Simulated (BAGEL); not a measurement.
**singlet [SiH3O4]+, step by step**

Wanted: a single-point energy (singlet [SiH3O4]+, HF/6-31G*), then the energy (doublet SiH3O4, NEVPT2(3,3)/6-31G*), then the energy (doublet SiH3O4, CASPT2(3,3)/6-31G*) of H3O4Si. 

Program for the calculation: BAGEL 1.2.2.

### 1 The structure to begin with

The species is [SiH3O4]+ (8 atoms), meant as a singlet with charge +1. SMILES of the parent species: `[O][Si](O)(O)O`. The O5–H8 distance was set to 1.293 Å, away from the relaxed value. That shape belongs to the parent species and isn't relaxed for this state.

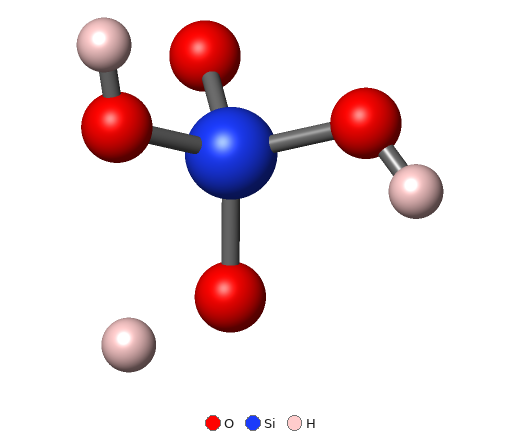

Viewed from a chosen angle; oxygen red, silicon blue, hydrogen pink.

### 2 The energy at HF/6-31G(d) (density fitting with svp-jkfit, spherical functions) (run 1)

Contents of hf.json:

```json
{ "bagel": [

{
  "title": "molecule",
  "basis": "6-31gs.json",
  "df_basis": "svp-jkfit",
  "angstrom": false,
  "geometry": [
    { "atom": "O", "xyz": [    -2.74587410,     1.03527512,     1.97970732 ] },
    { "atom": "Si", "xyz": [    -0.43700673,     0.67792791,    -0.10277087 ] },
    { "atom": "O", "xyz": [     2.04401470,     0.43982242,     1.70909854 ] },
    { "atom": "O", "xyz": [    -0.53924091,     3.09753324,    -1.98059172 ] },
    { "atom": "O", "xyz": [    -0.57023242,    -1.82066797,    -1.88043623 ] },
    { "atom": "H", "xyz": [     2.33559944,     1.76319762,     2.91266511 ] },
    { "atom": "H", "xyz": [    -0.24463261,     2.78383870,    -3.74011571 ] },
    { "atom": "H", "xyz": [    -0.31180481,    -4.00773117,    -0.82070806 ] }
  ]
},

{
  "title": "hf",
  "charge": 1
},

{
  "title": "print",
  "file": "orbitals.molden",
  "orbitals": true
}

]}
```

The basis set 6-31G* is read from a file made from the Basis Set Exchange's data (not shown).

On the command line:

```console
$ BAGEL_NUM_THREADS=1 BAGEL hf.json > hf.out
```

Standard output, cut to the lines that bear on the results:

```text
* using 1 threads per process

  ===============================================================
  ===============================================================

  *** Geometry ***

  { "atom" : "O", "xyz" : [     -2.745874,      1.035275,      1.979707 ] },
  { "atom" : "Si", "xyz" : [     -0.437007,      0.677928,     -0.102771 ] },
  { "atom" : "O", "xyz" : [      2.044015,      0.439822,      1.709099 ] },
  { "atom" : "O", "xyz" : [     -0.539241,      3.097533,     -1.980592 ] },
  { "atom" : "O", "xyz" : [     -0.570232,     -1.820668,     -1.880436 ] },
  { "atom" : "H", "xyz" : [      2.335599,      1.763198,      2.912665 ] },
  { "atom" : "H", "xyz" : [     -0.244633,      2.783839,     -3.740116 ] },
  { "atom" : "H", "xyz" : [     -0.311805,     -4.007731,     -0.820708 ] },

  Number of auxiliary basis functions:      490

  Since a DF basis is specified, we compute 2- and 3-index integrals:
    o Being stored without compression. Storage requirement is 0.025 GB

  Number of basis functions:       80
  Number of electrons      :       49

    * METHOD: MOLECULE                             0.50

  *** RHF ***

  === Nuclear Repulsion ===
   255.6043541747

      * DIIS with orbital gradients will be used.

  === RHF iteration (6-31gs.json) ===
      0       -589.34544914          0.02579895           0.10
      1       -589.48141978          0.01978337           0.10
      2       -589.65519056          0.00445591           0.09
      3       -589.66575707          0.00137186           0.08
      4       -589.66862810          0.00081694           0.09
      5       -589.66943696          0.00037608           0.09
      6       -589.66977543          0.00017857           0.09
      7       -589.66987289          0.00010403           0.09
      8       -589.66989315          0.00009139           0.12
      9       -589.66991340          0.00008155           0.09
     10       -589.66994141          0.00007805           0.11
     11       -589.66997168          0.00007416           0.09
     12       -589.67002159          0.00006964           0.09
     13       -589.67009193          0.00006421           0.08
     14       -589.67023263          0.00005373           0.11
     15       -589.67028641          0.00004581           0.09
     16       -589.67032693          0.00003978           0.08
     17       -589.67036854          0.00002964           0.09
     18       -589.67038641          0.00002629           0.09
     19       -589.67039360          0.00001824           0.09
     20       -589.67039584          0.00001331           0.09
     21       -589.67039674          0.00001000           0.09
     22       -589.67039694          0.00000863           0.09
     23       -589.67039712          0.00000505           0.09
     24       -589.67039727          0.00000329           0.09
     25       -589.67039729          0.00000245           0.09
     26       -589.67039735          0.00000195           0.10
[... 11 lines of this table left out ...]
     38       -589.67039756          0.00000007           0.09
     39       -589.67039756          0.00000005           0.10
     40       -589.67039756          0.00000004           0.09
     41       -589.67039756          0.00000003           0.10
     42       -589.67039756          0.00000003           0.09
     43       -589.67039756          0.00000003           0.09
     44       -589.67039756          0.00000002           0.09
     45       -589.67039756          0.00000002           0.10
     46       -589.67039756          0.00000002           0.09
     47       -589.67039756          0.00000002           0.09
     48       -589.67039756          0.00000001           0.09
     49       -589.67039756          0.00000001           0.09
     50       -589.67039756          0.00000001           0.09
    * SCF iteration converged.

    * Permanent dipole moment:
           (    0.482101,     0.291783,    -1.188088) a.u.

    * METHOD: HF                                   5.04

    * METHOD: PRINT                                0.04

  ===============================================================
```

Wall time 6.3 s (1 thread of AMD EPYC 7R43 (Zen 3), shared host); peak memory 0.14 GiB.

### 3 Doublet neutral SiH3O4: the energy at NEVPT2(3,3)/6-31G(d) (density fitting with svp-jkfit, spherical functions) (run 2)

Contents of input.json:

```json
{ "bagel" : [

{
  "title" : "molecule",
  "basis" : "6-31gs.json",
  "df_basis" : "svp-jkfit",
  "geometry" : [
    { "atom" : "O", "xyz" : [    -2.74587410,     1.03527512,     1.97970732 ] },
    { "atom" : "Si", "xyz" : [    -0.43700673,     0.67792791,    -0.10277087 ] },
    { "atom" : "O", "xyz" : [     2.04401470,     0.43982242,     1.70909854 ] },
    { "atom" : "O", "xyz" : [    -0.53924091,     3.09753324,    -1.98059172 ] },
    { "atom" : "O", "xyz" : [    -0.57023242,    -1.82066797,    -1.88043623 ] },
    { "atom" : "H", "xyz" : [     2.33559944,     1.76319762,     2.91266511 ] },
    { "atom" : "H", "xyz" : [    -0.24463261,     2.78383870,    -3.74011571 ] },
    { "atom" : "H", "xyz" : [    -0.31180481,    -4.00773117,    -0.82070806 ] }
  ]
},

{
  "title" : "hf",
  "charge" : 1
},

{
  "title" : "casscf",
  "nstate" : 1,
  "nact" : 3,
  "nclosed" : 23,
  "nspin" : 1,
  "active" : [18, 25, 26],
  "maxiter" : 200,
  "natocc" : "true"
},

{
  "title" : "nevpt2",
  "nstate" : 1,
  "nact" : 3,
  "nclosed" : 23,
  "nspin" : 1,
  "active" : [18, 25, 26],
  "maxiter" : 200,
  "natocc" : "true",
  "ncore" : 9
},

{
  "title" : "print",
  "file" : "orbitals.molden",
  "orbitals" : "true"
}

]}
```

The basis set 6-31G* is read from a file made from the Basis Set Exchange's data (not shown).

On the command line:

```console
$ BAGEL_NUM_THREADS=1 BAGEL input.json > input.out
```

Standard output:

```text
* using 1 threads per process

  ===============================================================
  ===============================================================

  *** Geometry ***

  { "atom" : "O", "xyz" : [     -2.745874,      1.035275,      1.979707 ] },
  { "atom" : "Si", "xyz" : [     -0.437007,      0.677928,     -0.102771 ] },
  { "atom" : "O", "xyz" : [      2.044015,      0.439822,      1.709099 ] },
  { "atom" : "O", "xyz" : [     -0.539241,      3.097533,     -1.980592 ] },
  { "atom" : "O", "xyz" : [     -0.570232,     -1.820668,     -1.880436 ] },
  { "atom" : "H", "xyz" : [      2.335599,      1.763198,      2.912665 ] },
  { "atom" : "H", "xyz" : [     -0.244633,      2.783839,     -3.740116 ] },
  { "atom" : "H", "xyz" : [     -0.311805,     -4.007731,     -0.820708 ] },

  Number of auxiliary basis functions:      490

  Since a DF basis is specified, we compute 2- and 3-index integrals:
    o Being stored without compression. Storage requirement is 0.025 GB

  Number of basis functions:       80
  Number of electrons      :       49

    * METHOD: MOLECULE                             0.51

  *** RHF ***

  === Nuclear Repulsion ===
   255.6043541747

      * DIIS with orbital gradients will be used.

  === RHF iteration (6-31gs.json) ===
      0       -589.34544914          0.02579895           0.12
      1       -589.48141978          0.01978337           0.10
      2       -589.65519056          0.00445591           0.10
      3       -589.66575707          0.00137186           0.08
      4       -589.66862810          0.00081694           0.08
      5       -589.66943696          0.00037608           0.09
      6       -589.66977543          0.00017857           0.09
      7       -589.66987289          0.00010403           0.09
      8       -589.66989315          0.00009139           0.09
      9       -589.66991340          0.00008155           0.14
     10       -589.66994141          0.00007805           0.09
     11       -589.66997168          0.00007416           0.08
     12       -589.67002159          0.00006964           0.08
     13       -589.67009193          0.00006421           0.09
     14       -589.67023263          0.00005373           0.11
     15       -589.67028641          0.00004581           0.09
     16       -589.67032693          0.00003978           0.09
     17       -589.67036854          0.00002964           0.09
     18       -589.67038641          0.00002629           0.09
     19       -589.67039360          0.00001824           0.09
     20       -589.67039584          0.00001331           0.08
     21       -589.67039674          0.00001000           0.10
     22       -589.67039694          0.00000863           0.09
     23       -589.67039712          0.00000505           0.09
     24       -589.67039727          0.00000329           0.09
     25       -589.67039729          0.00000245           0.12
     26       -589.67039735          0.00000195           0.10
     27       -589.67039739          0.00000167           0.09
     28       -589.67039742          0.00000146           0.09
     29       -589.67039746          0.00000126           0.09
     30       -589.67039749          0.00000100           0.09
     31       -589.67039752          0.00000087           0.09
     32       -589.67039753          0.00000076           0.09
     33       -589.67039754          0.00000065           0.09
     34       -589.67039755          0.00000047           0.09
     35       -589.67039756          0.00000034           0.09
     36       -589.67039756          0.00000022           0.09
     37       -589.67039756          0.00000013           0.09
     38       -589.67039756          0.00000007           0.09
     39       -589.67039756          0.00000005           0.08
     40       -589.67039756          0.00000004           0.08
     41       -589.67039756          0.00000003           0.08
     42       -589.67039756          0.00000003           0.08
     43       -589.67039756          0.00000003           0.08
     44       -589.67039756          0.00000002           0.08
     45       -589.67039756          0.00000002           0.08
     46       -589.67039756          0.00000002           0.10
     47       -589.67039756          0.00000002           0.08
     48       -589.67039756          0.00000001           0.09
     49       -589.67039756          0.00000001           0.09
     50       -589.67039756          0.00000001           0.09
    * SCF iteration converged.

    * Permanent dipole moment:
           (    0.482101,     0.291783,    -1.188088) a.u.

    * METHOD: HF                                   4.97

  ---------------------------
      CASSCF calculation
  ---------------------------

    ==== Active orbitals : =====
         Orbital 18
         Orbital 25
         Orbital 26
    ============================

    * nstate   :      1
    * nclosed  :     23
    * nact     :      3
    * nvirt    :     54
  === CASSCF iteration (6-31gs.json) ===

    * Using the second-order algorithm

      0  0      -590.08098161     2.77e-02      0.03

      1  0      -590.17934408     1.81e-03      0.72

      2  0      -590.20757731     2.01e-03      0.60

      3  0      -590.21262333     7.36e-04      0.74

      4  0      -590.21289716     3.15e-04      0.72

      5  0      -590.21292119     1.24e-04      0.79

      6  0      -590.21292413     4.64e-05      0.74

      7  0      -590.21292451     1.70e-05      0.75

      8  0      -590.21292456     6.17e-06      0.72

      9  0      -590.21292457     2.24e-06      0.74

     10  0      -590.21292457     8.09e-07      0.72

     11  0      -590.21292457     2.93e-07      0.73

     12  0      -590.21292457     1.06e-07      0.61

     13  0      -590.21292457     3.83e-08      0.65

     14  0      -590.21292457     1.39e-08      0.58

     15  0      -590.21292457     5.02e-09      0.45

    * Second-order optimization converged. *

     guess   0:   closed 1..                  open .1.

  === FCI iteration ===

      0  0      -590.17670277     6.75e-02      0.00
      1  0      -590.21224470     7.48e-03      0.00
      2  0      -590.21292445     1.25e-04      0.00
      3  0      -590.21292457     4.52e-06      0.00
      4  0      -590.21292457     2.67e-07      0.00
      5  0      -590.21292457     1.65e-08      0.00
      6  0      -590.21292457     1.36e-09      0.00
      7  0 *    -590.21292457     1.88e-15      0.00

     * ci vector, state   0, <S^2> = 0.7500
       2a.    -0.9843142343
       .a2    -0.1764024898

    * METHOD: CASSCF                              10.53

    * freezing 9 orbitals

  === DF-NEVPT2 calculation ===

    * 3-index integral transformation done
    * assembly done

      NEVPT2 correlation energy:   -0.7267626827      0.27

          (+0)     -0.5916958882
          (+0)'    -0.0411156726
          (+1)     -0.0182170032
          (+1)'    -0.0000152106
          (+2)     -0.0006258655
          (-1)     -0.0710854764
          (-1)'    -0.0000218461
          (-2)     -0.0039857201

      NEVPT2 total energy:       -590.9396872516

    * METHOD: NEVPT2                               0.47

    * METHOD: PRINT                                0.04

  ===============================================================
```

It took 17 s on 1 thread of AMD EPYC 7R43 (Zen 3), shared host; peak memory 0.14 GiB.

(Part 1 of 2 ends here.)
